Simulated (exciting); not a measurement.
Consider ZnGeO3, space group R-3.

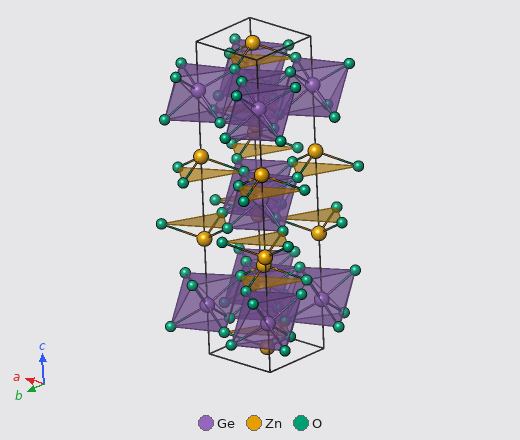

The structure (germanium purple, zinc orange, oxygen teal). Some periodic images of atoms are drawn too.

```
Ge Zn O
1.0
     2.52269    1.45647    4.69420
    -2.52269    1.45647    4.69420
     0.00000   -2.91295    4.69420
Ge Zn O
2 2 6
Direct
  0.84365 0.84365 0.84365
  0.15635 0.15635 0.15635
  0.63163 0.63163 0.63163
  0.36837 0.36837 0.36837
  0.21418 0.95363 0.56093
  0.56093 0.21418 0.95363
  0.95363 0.56093 0.21418
  0.43907 0.78582 0.04637
  0.78582 0.04637 0.43907
  0.04637 0.43907 0.78582
```

Absorber: atom 3, with 3 O at 2.02 Å and 3 O at 2.34 Å (6-fold, site symmetry 3). Method: exciting, all-electron LAPW+lo, LDA, exchange and screened direct term (singlet BSE), 3×3×3 shifted k points, 36 conduction bands, |G+q| up to 3 bohr⁻¹, full RPA screening with nempty = 66, Lorentzian half width 0.83 eV.

**Question.** Predict the Zn K near-edge structure at this level.

Bound core exciton? No bright one: the first bright state (over 5 % of the brightest) lies at 2.34 eV from the Kohn–Sham onset and at 1.70 eV from the lowest bare transition of its own mesh; weaker or dark states reach down to -0.03 eV. Maxima (height): 5.1 eV (1.00), 6.8 eV (0.94), 12.3 eV (0.50) and 17.8 eV (0.34).

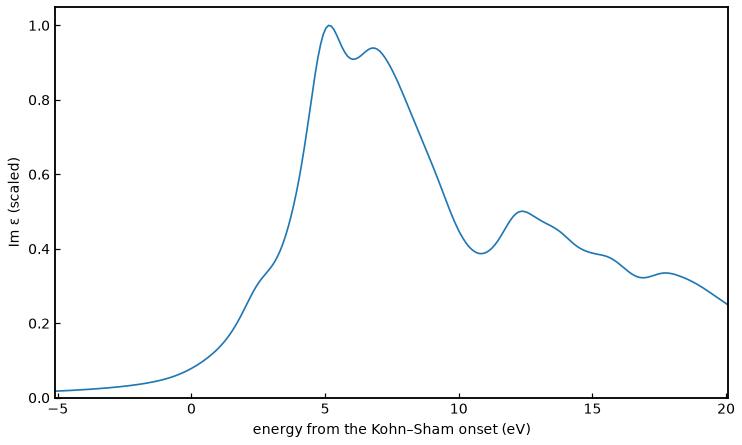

Energy from the Kohn–Sham onset, core level to the lowest empty state found on the meshes used; Im ε in relative units.

A mesh of 27 points doesn't converge binding energies, and fine structure above the first lines is partly noise of the mesh. Exchange and the short-range direct term aren't converged in the kernel cutoff. The zero comes from the unshifted 3×3×3 ground-state mesh; it is exact only where the band minimum lies on that mesh. The structure is a Materials Project entry, computed there, and may be a hypothetical form.

[Banner, clock and machine lines of the logs are left out without a mark of their own.]

[Logs are printed without paths, hosts, clocks, repeated set-up lines and the standing remarks that a program may print on its own settings, such as how far it seeks lower states.]

[Hosts, paths, dates, database ids (printed as entryN), source tags and the programs' standing remarks are cut or masked in the printed files.]
